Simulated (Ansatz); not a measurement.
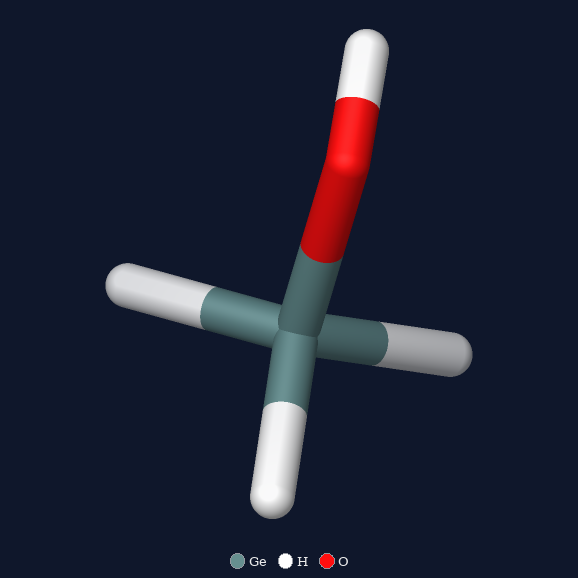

Rendered structure (stick style). Every bond is drawn as one stick, whatever its order.

The computed structure is the end point of a PBE0-D4/def2-TZVP optimisation.

What does the picture show?

Formula GeH4O. This geometry has Cs symmetry. Coordination: 1 Ge tetrahedral; 1 O bent.

More results for the same structure follow; atom numbers are the same in all pictures, views and colours differ.

### Thermal motion

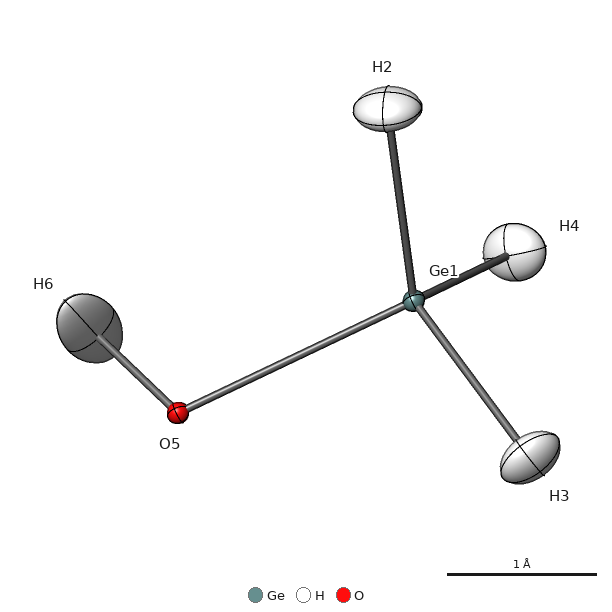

Displacement ellipsoids at the 50 % level, from the internal vibrations of the free molecule (harmonic, no overall translation or rotation; no half-axis is drawn under 0.075 Å). Vibrations computed with RKS PBE0-D4/def2-TZVP (Ansatz 0.2.0). Temperature: 100 K.

> Which atom moves most?

H6, with U_eq = 0.0386 Å².

> Does H6 move more along its bond or across it?

Across it: the root-mean-square amplitude is 0.066 Å along the bond and up to 0.306 Å across, since bending and torsion are softer than stretching.

Give the displacement parameters, one line for each set of equivalent atoms.

```tsv
atom	U_eq (Å²)	rms amplitudes (Å)
Ge1	0.00004	0.005, 0.005, 0.008
H2, H4	0.0155	0.088, 0.127, 0.150
H3	0.0154	0.087, 0.129, 0.148
O5	0.00064	0.012, 0.024, 0.035
H6	0.0386	0.066, 0.133, 0.306
```

### Electronic properties

Level of theory: RKS PBE0-D4/def2-TZVP (Ansatz 0.2.0).

> What is the dipole moment?

1.48 D.

> Estimate the harmonic zero-point energy.

96.2 kJ/mol.

### Vibrations

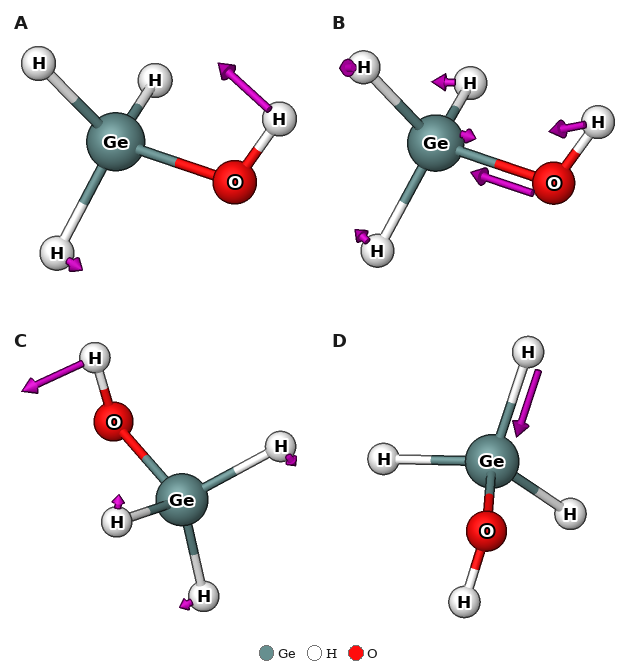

4 normal modes of one molecule or complex, as arrows. Harmonic vibrations computed with RKS PBE0-D4/def2-TZVP (Ansatz 0.2.0) at a stationary point of the same level.

> Match the panels to the wavenumbers 174 cm⁻¹, 706 cm⁻¹, 946 cm⁻¹, 2196 cm⁻¹.

A: 946 cm⁻¹, Ge–O–H bending
B: 706 cm⁻¹, Ge–O stretching
C: 174 cm⁻¹, a torsion or out-of-plane motion in which bond lengths and bond angles hardly change
D: 2196 cm⁻¹, Ge–H stretching

### Charges

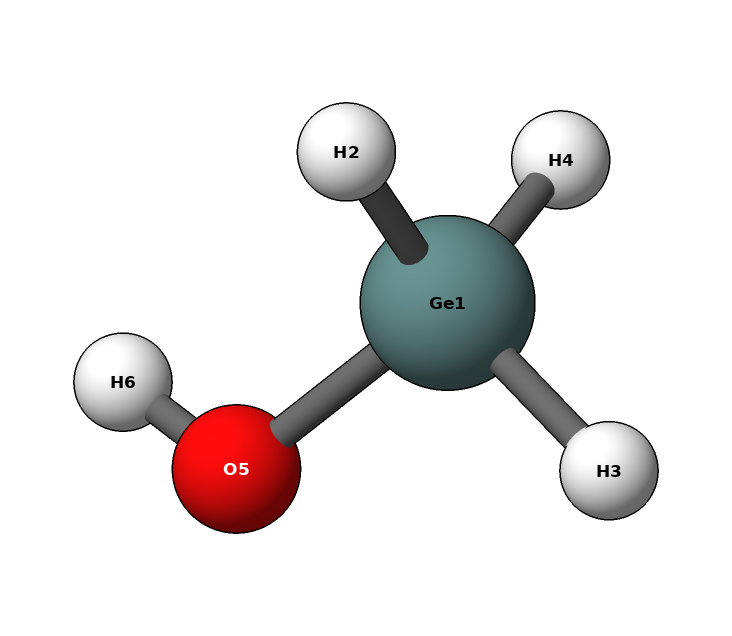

The questions are on Mulliken charges. Properties computed with RKS PBE0-D4/def2-TZVP (Ansatz 0.2.0).

> Which atom carries the highest charge (most positive or least negative)?

H6 (0.31 e).

> And the lowest?

O5 (−0.57 e).

Give the Mulliken charges atom by atom.

```json
{"atom": "Ge1", "value (e)": "0.28"}
{"atom": "H2", "value (e)": "−0.01"}
{"atom": "H3", "value (e)": "0.01"}
{"atom": "H4", "value (e)": "−0.01"}
{"atom": "O5", "value (e)": "−0.57"}
{"atom": "H6", "value (e)": "0.31"}
```

Mulliken values depend strongly on the basis set and can even reverse the polarity of a bond.
